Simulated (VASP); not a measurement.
Band structure of SiC (wurtzite). All values below come from PBE GGA, VASP's PBE PAW potentials (set 64) (plane waves; VASP).

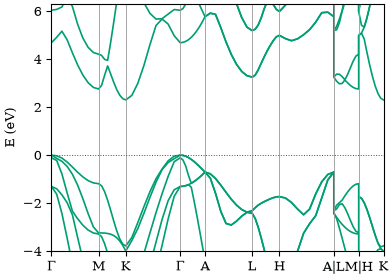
*Bands along high-symmetry lines, zero at the valence-band maximum or, without a gap, the Fermi level*

**Question.** Read the plot: is there a gap, and where are the band edges?

**Answer.** The gap is indirect, 2.30 eV, from the valence maximum at Γ to the conduction minimum at K. (Edges off the drawn lines would not show.)

Measured: gap 3.33 eV (computed value off by -1.03 eV), as given by Daiki Deguchi et al., Japanese Journal of Applied Physics (2016), arXiv:1512.06930.

The compound is SiC in the wurtzite structure, the rare 2H polytype. It was relaxed first.
